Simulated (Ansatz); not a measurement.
# HfTi2 in the C11b ordering: lattice stability ahead of a resistivity run, part 2 of 3

Question: is the lattice of HfTi2 in the C11b ordering stable, and if so, what are its coupling constant and resistivity?

Ansatz 0.2.0; DFT PBE, scalar-relativistic, plane waves, PAW.

So far. Step 2 (Rough relaxation): The largest force is now 0.026 eV/Å and the largest stress component 0.28 GPa.

The structure was built from a prototype and need not be the compound's stable phase.

## Step 3: Relaxation

Lattice constant and positions set the bands and the force constants, so the cell is relaxed first.

Input file input.yaml:

```yaml
crystal:
  lattice:
    - [3.4496284706, 0.0, -1.7027e-06]
    - [0.0, 3.4496284706, -1.7027e-06]
    - [1.7248166042, 1.7248166042, 4.7994256254]
  atoms:
    - { symbol: Hf, position: [0.0, 0.0, 0.0] }
    - { symbol: Ti, position: [0.6884160219, 0.6884160219, 0.6231679563] }
    - { symbol: Ti, position: [0.3115839781, 0.3115839781, 0.3768320437] }
kpoints:
  mp_grid: { grid: [10, 10, 10] }
hamiltonian:
  xc: pbe
scf:
  occupations: { method: gaussian, width: 0.1 }
output:
  forces: true
  stress: true
  eigenvalues: true
  write_density: true
  write_potential: true
  elf: true
  volumetric_format: npy
relax:
  adjacent_minimum: "off"
  f_tol: 0.005
  max_steps: 80
  cell: { stress_tol: 0.05 }
```

Run with:

```sh
ansatz run input.yaml --threads 4 --pin off --max-ram 8192MiB --backend cpu --events-out ev --progress --plain --runs-dir out
```

Numbers of over 12 decimals in the logs are rounded to 6 here.

The program printed:

```text
[the first part of the log is left out]
  E_vxc        = -510.000353  (∫ρ·V_xc dr)
  E_paw        = -9023.475490  (= ΣΔE_a)
  E_vpaw       = 1079.440226  (= ΣTr[D̂ρ^β])
  E_aug_tail   = 0.000255  (compensation charges beyond the density's cutoff)
  E_ewald      = -7025.752830
  E_smearing   = -0.024238  (= −TS)
  E_closure    = 0.000000  (closes the sum)
  Σ components = -20720.440574   (vs F -20720.440574, Δ=0.00e0)
--- Forces (eV/Å), atoms counted from 1 ---
  atom   1  Hf     0.00000000     0.00000000     0.00000000
  atom   2  Ti    -0.00000000    -0.00000000    -0.00070225
  atom   3  Ti     0.00000000     0.00000000     0.00070225
  max |Σ_I F_I| component: 0.00e0 eV/Å
--- Stress (GPa, compression-positive) ---
        0.021387      -0.000000      -0.000000
       -0.000000       0.021387      -0.000000
       -0.000000      -0.000000      -0.003268
  P = ⅓ Tr σ = 0.0132 GPa (0.132 kbar)
--- Band table (eV; the first three rows and the last of 102) ---
[...]
--- Relaxed structure (3 steps of the walk, 3 accepted, 1 SCFs on fresh bases) ---
[...]
cell:  # Å, volume = 57.2412 Å³
    - [3.449868, -4.2023827941237864e-13, -1.7028015932145488e-6]
    - [-4.2023827941259255e-13, 3.449868, -1.7028015932149835e-6]
    - [1.724936, 1.724936, 4.809539]
  atoms:
    - { symbol: Hf, position: [0, 0, 0] }
    - { symbol: Ti, position: [0.688149, 0.688149, 0.623701] }
    - { symbol: Ti, position: [0.311851, 0.311851, 0.376299] }
```

Run time: 7.8 s. Hardware: 4 threads of Intel Xeon Platinum 8488C (Sapphire Rapids), shared host; peak memory 0.55 GiB.

Step by step:

```csv
step,energy less that of the first step (eV),largest force component (eV/Å),pressure (GPa),volume (Å³)
1,0.0000,0.0287,0.26,57.11
2,-0.0001,0.0061,-0.19,57.35
3,-0.0002,0.0007,0.01,57.24
4,-0.0002,0.0007,0.01,57.24
```

The log counts 1 steps on a newly chosen plane-wave basis, not all of them marked here; energy and pressure can jump at such steps.

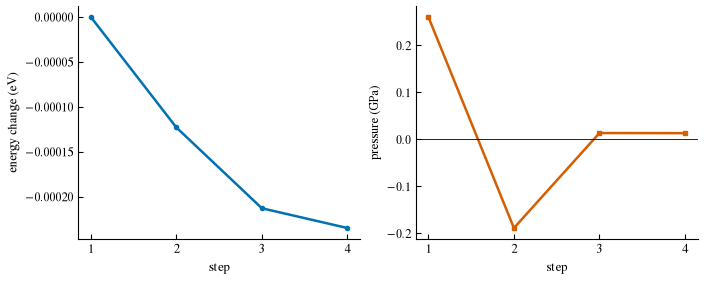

Energy and pressure along the relaxation.

```csv
"conventional cell, symmetrised",before,after,change
a (Å),3.450,3.450,+0.0 %
b (Å),3.450,3.450,+0.0 %
c (Å),9.599,9.619,+0.2 %
volume (Å³/atom),19.04,19.08,+0.2 %
```

Final coordinates:

```
Hf Ti
1.0
     3.44987    0.00000    0.00000
     0.00000    3.44987    0.00000
     1.72494    1.72494    4.80954
Hf Ti
1 2
Cartesian
  0.0000 0.0000 0.0000
  3.4499 3.4499 2.9997
  1.7249 1.7249 1.8098
```

Numbers from this step:

* pressure: 0.01317 GPa
* volume per atom: 19.08 Å³

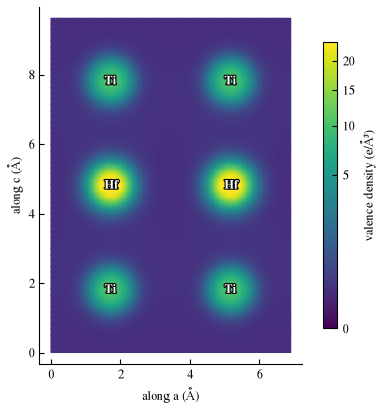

Valence density in the ac plane of the conventional cell at fractional y = 0.000, with atoms of Hf and Ti within 0.2 Å of it. It is the smooth field of the valence electrons, not physical close to the nuclei. The map starts off the cell's origin, so that atoms lie inside it. The colour scale is stretched toward low values.

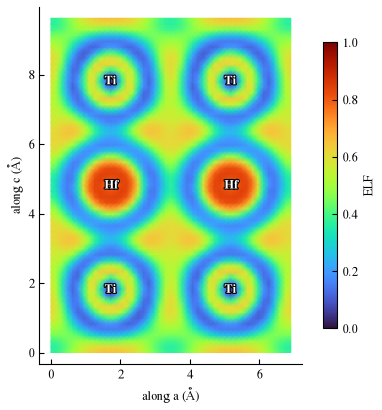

ELF in the ac plane of the conventional cell at fractional y = 0.000, with atoms of Hf and Ti within 0.2 Å of it. It is the smooth field of the valence electrons, not physical close to the nuclei. The map starts off the cell's origin, so that atoms lie inside it.

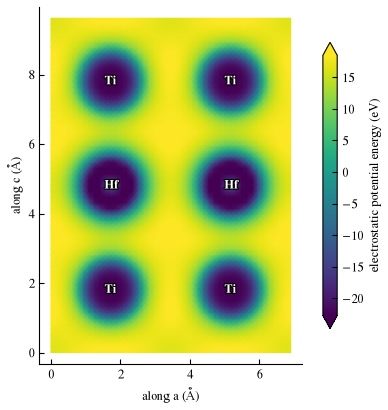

Electrostatic potential energy in the ac plane of the conventional cell at fractional y = 0.000, with atoms of Hf and Ti within 0.2 Å of it. With pseudopotentials it is smooth inside the atoms' cores, unlike the true potential. The map starts off the cell's origin, so that atoms lie inside it.

The largest force is now 7.0e-4 eV/Å and the largest stress component 0.021 GPa.

## Step 4: Tight relaxation

Residual forces and stress shift phonon frequencies, so the cell is relaxed again, with tight thresholds and the mesh and smearing of this input.

Input file input.yaml:

```yaml
crystal:
  lattice:
    - [3.4498680742, 0.0, -1.7028e-06]
    - [0.0, 3.4498680742, -1.7028e-06]
    - [1.724936411, 1.724936411, 4.8095394339]
  atoms:
    - { symbol: Hf, position: [0.0, 0.0, 0.0] }
    - { symbol: Ti, position: [0.6881492628, 0.6881492628, 0.6237014744] }
    - { symbol: Ti, position: [0.3118507372, 0.3118507372, 0.3762985256] }
kpoints:
  mp_grid: { grid: [8, 8, 8] }
hamiltonian:
  xc: pbe
scf:
  occupations: { method: methfessel_paxton, width: 0.2 }
output:
  forces: true
  stress: true
  eigenvalues: true
relax:
  adjacent_minimum: "off"
  f_tol: 0.001
  max_steps: 60
  cell: { stress_tol: 0.01 }
```

The program printed:

```text
[the first part of the log is left out]
  E_vxc        = -510.024789  (∫ρ·V_xc dr)
  E_paw        = -9023.480059  (= ΣΔE_a)
  E_vpaw       = 1079.427818  (= ΣTr[D̂ρ^β])
  E_aug_tail   = 0.000253  (compensation charges beyond the density's cutoff)
  E_ewald      = -7026.530193
  E_smearing   = -0.000090  (= −TS)
  E_closure    = 0.000000  (closes the sum)
  Σ components = -20720.427875   (vs F -20720.427875, Δ=0.00e0)
[...]
--- Stress (GPa, compression-positive) ---
       -0.001374       0.000000       0.000000
        0.000000      -0.001374       0.000000
        0.000000       0.000000       0.002098
  P = ⅓ Tr σ = -0.0002 GPa (-0.002 kbar)
--- Band table (eV; the first three rows and the last of 59) ---
[...]
--- Relaxed structure (5 steps of the walk, 5 accepted, 1 SCFs on fresh bases) ---
[...]
cell:  # Å, volume = 57.2204 Å³
    - [3.452712, -4.2058136378562445e-13, -1.7041988313185803e-6]
    - [-4.205813637856823e-13, 3.452712, -1.7041988313186974e-6]
    - [1.726358, 1.726358, 4.799881]
  atoms:
    - { symbol: Hf, position: [0, 0, 0] }
    - { symbol: Ti, position: [0.688197, 0.688197, 0.623607] }
    - { symbol: Ti, position: [0.311803, 0.311803, 0.376393] }
```

Elapsed: 6.6 s, on 4 threads; peak memory 0.5 GiB.

Step by step:

```csv
step,energy less that of the first step (eV),largest force component (eV/Å),pressure (GPa),volume (Å³)
1,0.0000,0.0139,-0.03,57.24
2,-0.0001,0.0124,-0.02,57.24
3,-0.0001,0.0014,0.02,57.21
4,-0.0001,0.0013,-0.02,57.23
5,-0.0001,0.0000,0.00,57.22
6,-0.0001,0.0000,0.00,57.22
```

The log counts 1 steps on a newly chosen plane-wave basis, not all of them marked here; energy and pressure can jump at such steps.

```csv
"conventional cell, symmetrised",before,after,change
a (Å),3.450,3.453,+0.1 %
b (Å),3.450,3.453,+0.1 %
c (Å),9.619,9.600,-0.2 %
volume (Å³/atom),19.08,19.07,-0.0 %
```

Final coordinates:

```cif
data_structure
_symmetry_space_group_name_H-M 'P 1'
_symmetry_Int_Tables_number 1
_cell_length_a 3.4527
_cell_length_b 3.4527
_cell_length_c 5.3851
_cell_angle_alpha 71.302
_cell_angle_beta 71.302
_cell_angle_gamma 90.000
_cell_volume 57.22
loop_
_atom_site_label
_atom_site_type_symbol
_atom_site_fract_x
_atom_site_fract_y
_atom_site_fract_z
_atom_site_occupancy
Hf1 Hf 0.00000 0.00000 0.00000 1
Ti2 Ti 0.68820 0.68820 0.62361 1
Ti3 Ti 0.31180 0.31180 0.37639 1
```

This step gave:

```yaml
pressure: -2.17e-4 GPa
volume_per_atom: 19.07 Å³
```

The largest force is now 2.5e-6 eV/Å and the largest stress component 0.0021 GPa, small enough for phonons.

## Step 5: Phonons by linear response: q 2×2×2, k 6×6×6

Before any scattering is computed, the phonons show whether the structure is a minimum.

Input file input.yaml:

```yaml
crystal:
  lattice:
    - [3.4527115516, 0.0, -1.7042e-06]
    - [0.0, 3.4527115516, -1.7042e-06]
    - [1.726358145, 1.726358145, 4.7998807404]
  atoms:
    - { symbol: Hf, position: [0.0, 0.0, 0.0] }
    - { symbol: Ti, position: [0.6881967094, 0.6881967094, 0.6236065812] }
    - { symbol: Ti, position: [0.3118032906, 0.3118032906, 0.3763934188] }
kpoints:
  mp_grid: { grid: [6, 6, 6] }
hamiltonian:
  xc: pbe
scf:
  occupations: { method: methfessel_paxton, width: 0.2 }
output:
  eigenvalues: true
phonons:
  method: dfpt
  qmesh: [2, 2, 2]
  temperatures: { t_max: 1000, t_step: 50 }
  qpath:
    path:
      - [[0.0, 0.0, 0.0], [0.5, 0.5, 0.5], [0.5, 0.5, 0.75], [0.5, 0.0, 0.5], [0.0, 0.0, 0.0], [0.0, 0.0, 0.5], [0.43532009, 0.0, 0.71766005]]
      - [[0.56467991, 0.0, 0.28233995], [0.0, 0.0, 0.0]]
      - [[0.5, 0.5, 0.5], [0.56467991, 0.43532009, 0.5]]
      - [[0.43532009, 0.43532009, 0.93532009], [0.0, 0.0, 0.5]]
    npoints: 10
```

The program printed:

```text
Warning: phonons: the dynamical matrix that this run interpolates holds no multipole term above the dipole-dipole one, and a site of this crystal is no centre of inversion, so its interpolated transverse optical and acoustic branches and sound speeds can stay off near Gamma, and the density of states and the thermodynamics with them. What a run solves at a wave vector of phonons.qpoints, Gamma apart, where the deck admits one, is free of this, and under fd what a larger phonons.supercell samples
[...]
Crystal: 3 atoms, lattice volume = 57.220 Å³
Basis set: ecut = 420 eV, 1105 PW (Γ), exchange–correlation on 72×72×72 points (8 copies of the dense FFT grid, shifted against one another)
Bands: 30, of which v1, the nominal top of the filled ones, is band 25 counted from 1 (24 counted from 0)
Symmetry: 16 space group operations
k-points: 30 of 216
[...]
SCF iter   1: F=—  HF=-20720.450250 eV  |F-HF|=—  |Δ(HF+E_count)|=         —  Δρ=9.86e-3  dr2=1.52e-1  ethr=1.77e-3  ⟨swp⟩=3.2  Hψ=2658  notcnv=0
[...]
SCF iter  12: F=-20720.434029 eV  HF=-20720.434029 eV  |F-HF|=0.00e0  |Δ(HF+E_count)|=    0.00e0  S|Δr|=    0.00e0  Δρ=1.87e-8  dr2=3.03e-13  ethr=1.00e-12  ⟨swp⟩=5.1  Hψ=3533  notcnv=0
SCF 1 converged in 12 iterations: F = -20720.434029 eV  dr2 = 3.03e-13
[...]
SCF iter   1: F=—  HF=-20720.434029 eV  |F-HF|=—  |Δ(HF+E_count)|=         —  Δρ=9.36e-8  dr2=5.44e-12  ethr=8.27e-9  ⟨swp⟩=3.5  Hψ=5472  notcnv=0
eigensolver tolerance schedule: the retry pair's looser diagonalisation over-reported the residual by 760181.87 of it (diagonalisation noise at an unbounded share of the residual, at the tolerance the schedule requests for it); recorded, not acted on — ethr = c·dr2/N_el stays at c = 1.0e-1
[...]
SCF iter   2: F=-20720.434029 eV  HF=-20720.434029 eV  |F-HF|=7.28e-12  |Δ(HF+E_count)|=   2.13e-9  S|Δr|=    0.00e0  Δρ=5.69e-8  dr2=3.27e-12  ethr=1.00e-12  ⟨swp⟩=5.4  Hψ=3595  notcnv=0
SCF 2 converged in 2 iterations: F = -20720.434029 eV  dr2 = 3.27e-12
phonons: the bands overlap, so this run is a metal and interpolates without the dipole-dipole term. If the crystal is really an insulator or semiconductor, its LO-TO splitting is missing
NSCF: frozen V_eff on 30 k-points
[...]
DFPT response loops at q = (0, 0, 0) (fractional): preconditioner auto → Kerker (q_TF=auto, 2.668 Å⁻¹) (partly filled bands, converged f_vac=0.000); β = 1.00, the filter's whole step (`scf.mixing.beta` (0.50) is not read by the response loops under this deck's `scf.mixing.preconditioner`; to damp them name `kerker` or `kerker_dos`, under which they read `scf.mixing.beta`, and type it under 1.00, their step now; both keys bind the ground state too); Broyden in place of MSR1
[...]
SCF converged after 12 iterations
Stability not checked: this state was not tested for a lower state beside it, because cold or Methfessel-Paxton smearing, or corrected tetrahedra, fill the levels in a way that the test cannot read (fill_not_monotonic; see scf.lower_state_search)
Free energy (F): -20720.434029 eV
[...]
Internal energy: -20720.440889 eV  (E = F + TS)
E sigma→0 (E₀):  -20720.435744 eV
Entropy (-TS):   0.006860 eV (2.287 meV/atom)
Fermi energy:    15.636338 eV
[...]
--- Band table (eV; the first three rows and the last of 30) ---
  k-point 0: bands = [... 21 lower, 14.1561, 14.6386, 14.7627, 16.0423, 17.1194, 17.1194, 17.1358, 17.1358, ... 1 higher]
  k-point 1: bands = [... 21 lower, 13.7536, 14.3164, 15.3581, 16.0984, 16.7569, 16.7569, 17.0690, 17.0690, ... 1 higher]
  k-point 2: bands = [... 21 lower, 13.3760, 13.7987, 16.2262, 16.2628, 16.3777, 16.3777, 16.9694, 16.9694, ... 1 higher]
  k-point 29: bands = [... 21 lower, 14.3608, 14.6141, 15.2640, 15.6207, 15.8767, 16.0761, 16.2280, 17.6971, ... 1 higher]
--- Phonons (Γ-DFPT): 4 representative perturbations + reference (Σ response iterations 12) ---
  ASR residual: 6.904e-6 → 0.000e0 eV/Å²; symmetrization residual: 6.530e-4 eV/Å²
  ASR residual per site (eV/Å²): 6.90e-6 6.67e-6 6.67e-6
  Γ frequencies (cm⁻¹): 0.00 0.00 0.00 82.10 82.10 189.30 219.53 274.21 274.21
--- Phonons (arbitrary-q DFPT): 4 irreducible q on the 2×2×2 mesh ---
  q = [0.0000, 0.0000, 0.0000] (star 1, of the zone-centre solve; hermiticity 7.95e-5, symmetrization 3.98e-5): -0.00 0.00 0.00 82.10 82.10 189.30 219.53 274.21 274.21
  q = [0.0000, 0.0000, -0.5000] (star 1, 4 solved perturbations in 228 linear systems a pass and spin channel, the states on 112 of 216 k-point pairs; hermiticity 4.71e-4, symmetrization 2.36e-4): 49.40 49.40 87.97 87.97 112.72 158.72 234.85 253.68 253.68
  q = [0.0000, -0.5000, 0.0000] (star 4, 6 solved perturbations on 68 of 216 k-point pairs; hermiticity 8.79e-4, symmetrization 3.04e-4): 65.56 72.68 99.87 148.00 153.15 197.87 199.13 212.53 231.15
[...]
sum rule: each row above includes the acoustic sum rule's correction from the zone centre's row sums; it moved no ω² by more than (0.19 cm⁻¹)²
  mesh force constants: q→R imaginary residual 2.82e-17; ASR residual 6.904e-6 → 0.000e0 eV/Å²; symmetrization residual 3.553e-15 eV/Å²
  interpolated dispersion: 94 rows × 9 modes
  density of states and harmonic sums: on the 20×20×14 q-mesh, interpolated from the force constants of a 2×2×2 supercell (no non-analytic term)
  largest difference from the sums on the solved wave vectors: F 1.47e-1 eV, S 1.95e-4 and C_V 5.18e-5 eV/K
  zero-point energy: 0.079017 eV/cell   skipped modes (ω ≤ 0): 432, of them read as no rigid motion or as one in doubt: 429 (3.093e-1 modes/cell left out, lowest -114.51 cm⁻¹)   left out of the sums: 3.44e-2 of the cell's modes: C_V's classical limit lies that fraction below 3 k_B per atom; for a crystal, a wire or a layer, F and S can be off by more, and a phonons.interpolated_qmesh denser along its periods is the remedy for the sampling
```

Wall time 47 s (4 threads); peak memory 0.89 GiB.

The column dr2 measures how far the density is from self-consistency, as an energy; F and HF (Harris–Foulkes) agree once it is small.

This step gave:

```
share of imaginary modes in the plain interpolation between solved wavevectors : 0.0344
highest frequency, solved or plainly interpolated                              : 274.2 cm⁻¹
```

Solved on the 2×2×2 mesh alone; all other wavevectors are interpolated. The phonon branches at the labelled points (cm⁻¹):

```csv
point,branch 1,branch 2,branch 3,branch 4,branch 5,branch 6,branch 7,branch 8,branch 9
Γ,0,0,0,82,82,189,220,274,274
X,-114,-76,78,82,98,179,206,225,231
P,-97,-97,80,80,88,177,212,228,228
N,66,73,100,148,153,198,199,212,231
Γ,0,0,0,82,82,189,220,274,274
M,49,49,88,88,113,159,235,254,254
S,73,78,100,136,159,204,205,214,217
jump to S0,73,78,100,136,159,204,205,214,217
Γ,0,0,0,82,82,189,220,274,274
jump to X,-114,-76,78,82,98,179,206,225,231
R,-98,-68,77,83,99,179,204,228,231
jump to G,-98,-68,77,83,99,179,204,228,231
M,49,49,88,88,113,159,235,254,254
```

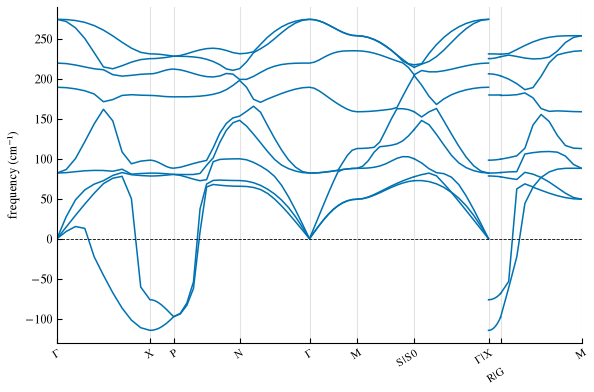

Phonon branches along the path.

Lowest modes at the softest wavevector of the mesh. The modes at q = (0.500, 0.500, 0.500) (shares of kinetic energy by element, %) (negative means imaginary):

```csv
mode,frequency (cm⁻¹),Hf %,Ti %
1,-114.5,1,99
2,-76.3,0,100
3,78.4,99,1
4,82.0,99,1
5,98.2,90,10
6,179.1,0,100
```

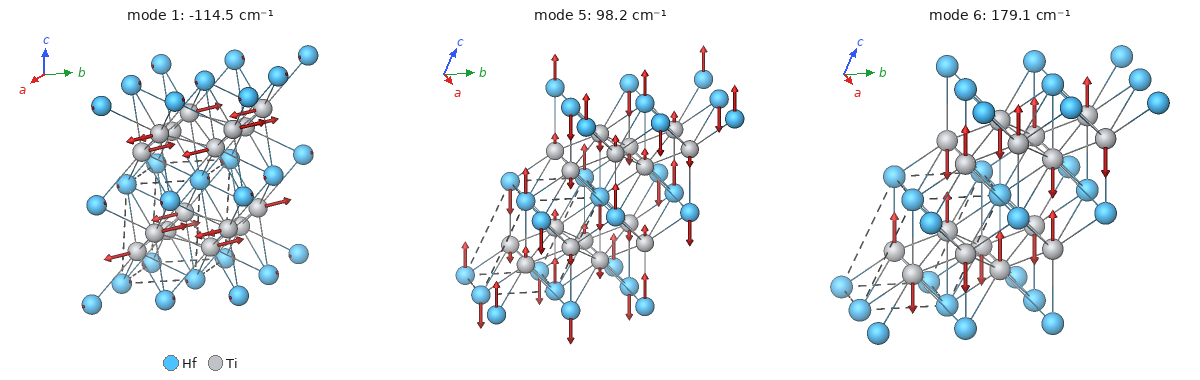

Displacement patterns of modes 1, 5 and 6 at q = (0.500, 0.500, 0.500); arrows are exaggerated. 2×2×2 cells are drawn. The axes are those of the cell as run, not the conventional ones. Some periodic images of atoms are drawn too.

Among the solved wavevectors the lowest mode, translations apart, is -114 cm⁻¹, imaginary.

(Continued in part 3 of 3.)

[Logs are printed without paths, hosts, clocks, repeated set-up lines and the standing remarks that a program may print on its own settings, such as how far it seeks lower states.]

[Hosts, paths, dates, database ids (printed as entryN), source tags and the programs' standing remarks are cut or masked in the printed files.]
